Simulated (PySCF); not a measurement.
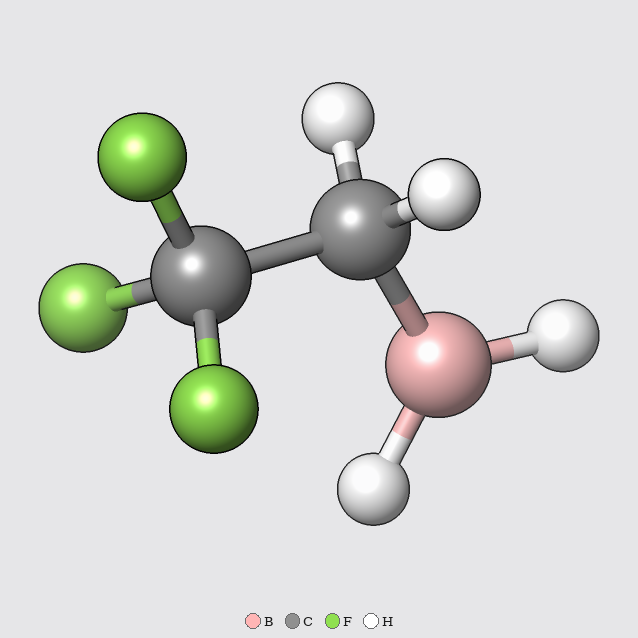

A ball-and-stick model of a molecule.

The computed structure is the end point of a GFN2-xTB optimisation. No frequency run is at hand to confirm it as a minimum.

Describe the molecule.

The molecule is C2H4BF3. SMILES: `BCC(F)(F)F`. It has no ring. Among its groups: C–F bond, B–H bond. Coordination: 1 B trigonal planar; 2 C tetrahedral.

More results for the same structure follow; atom numbers are the same in all pictures, views and colours differ.

### Shape

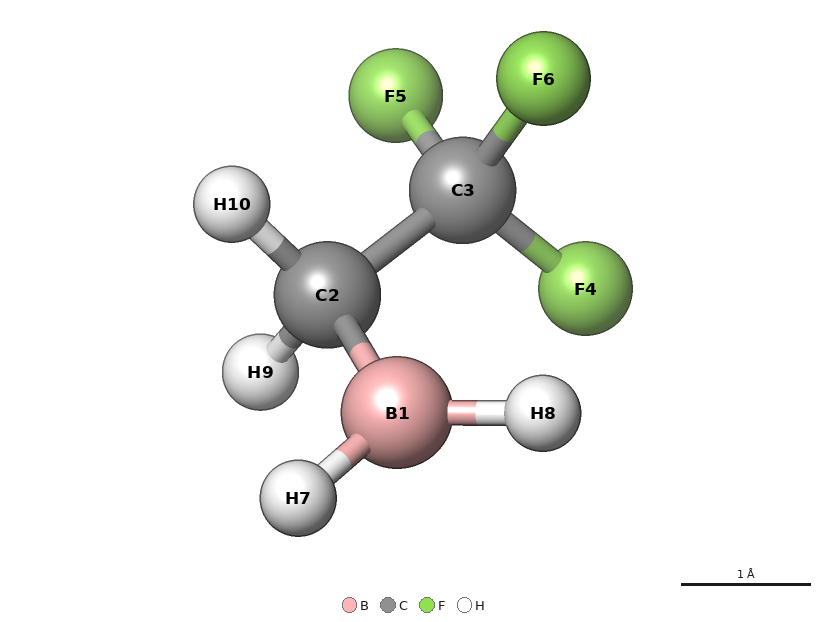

The atoms are numbered. No frequency run is at hand to confirm it as a minimum.

What are the angles C2–B1–H7, C2–B1–H8, B1–C2–C3, B1–C2–H9, B1–C2–H10, C3–C2–H9, C3–C2–H10, C2–C3–F4, C2–C3–F5, C2–C3–F6, F4–C3–F5, F4–C3–F6, F5–C3–F6?

```json
{"angle": "C2–B1–H7", "degrees": "117.8"}
{"angle": "C2–B1–H8", "degrees": "120.9"}
{"angle": "B1–C2–C3", "degrees": "115.2"}
{"angle": "B1–C2–H9", "degrees": "110.7"}
{"angle": "B1–C2–H10", "degrees": "110.2"}
{"angle": "C3–C2–H9", "degrees": "107.3"}
{"angle": "C3–C2–H10", "degrees": "107.2"}
{"angle": "C2–C3–F4", "degrees": "112.8"}
{"angle": "C2–C3–F5", "degrees": "112.4"}
{"angle": "C2–C3–F6", "degrees": "112.7"}
{"angle": "F4–C3–F5", "degrees": "106.0"}
{"angle": "F4–C3–F6", "degrees": "106.5"}
{"angle": "F5–C3–F6", "degrees": "106.0"}
```

### Electronic properties

No frequency run is at hand to confirm it as a minimum. Method: PBE0/def2-SVPD, gas phase (PySCF 2.14.0). Excitations: vertical, linear response.

Computed properties:

- dipole moment: 2.43 D
- HOMO energy (Kohn–Sham orbital): −9.98 eV
- LUMO energy (Kohn–Sham orbital): −1.96 eV
- HOMO–LUMO gap: 8.02 eV
- mean static polarisability: 41.2 bohr³
- lowest vertical singlet excitation: 6.05 eV
- its oscillator strength: 0.000
- brightest of the 6 lowest singlets: 8.65 eV
- its oscillator strength: 0.04

### NMR shielding

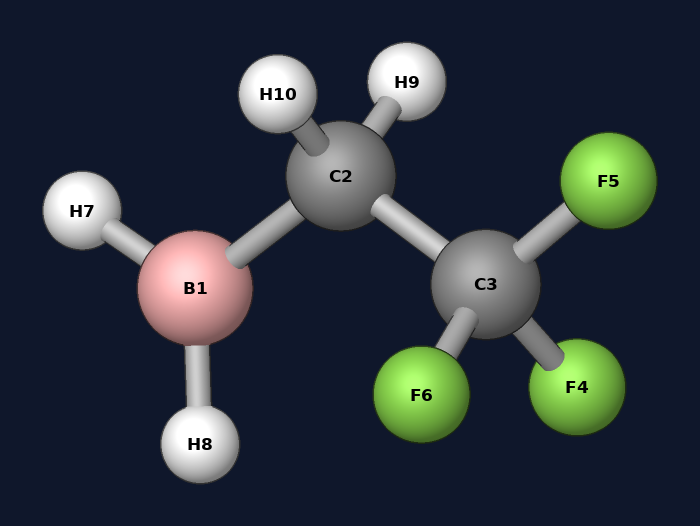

No frequency run is at hand to confirm it as a minimum. Method: GIAO PBE0/pcSseg-1 NMR shielding, non-relativistic, gas phase (PySCF 2.14.0). Principal shieldings σ11 ≤ σ22 ≤ σ33, span Ω = σ33 − σ11, skew κ = 3(σiso − σ22)/Ω.

Give the shielding tensors of the F atoms.

```csv
atom,σ11,σ22,σ33,σiso,Ω,κ
F4,167.2,250.4,341.2,252.9,174.1,0.04
F5,160.1,237.8,339.8,245.9,179.7,0.14
F6,166.9,250.5,341.4,252.9,174.5,0.04
```

Shieldings and span in ppm.

### Charges

The questions are on Mulliken charges. No frequency run is at hand to confirm it as a minimum. Properties computed with PBE0/pcSseg-1, gas phase (PySCF 2.14.0).

Which atom carries the highest charge (most positive or least negative)?

Answer. C3 (0.78 e).

And the lowest?

Answer. C2 (−0.52 e).

List the Mulliken charges.

| atom | value (e) |
| --- | --- |
| B1 | 0.21 |
| C2 | −0.52 |
| C3 | 0.78 |
| F4 | −0.27 |
| F5 | −0.28 |
| F6 | −0.27 |
| H7 | 0.00 |
| H8 | 0.02 |
| H9 | 0.17 |
| H10 | 0.17 |

Mulliken values depend strongly on the basis set and can even reverse the polarity of a bond. The geometry is semi-empirical. Around B such bond lengths and angles can be off by a tenth of an ångström or more and by several degrees, and values that hang on the shape move with them.
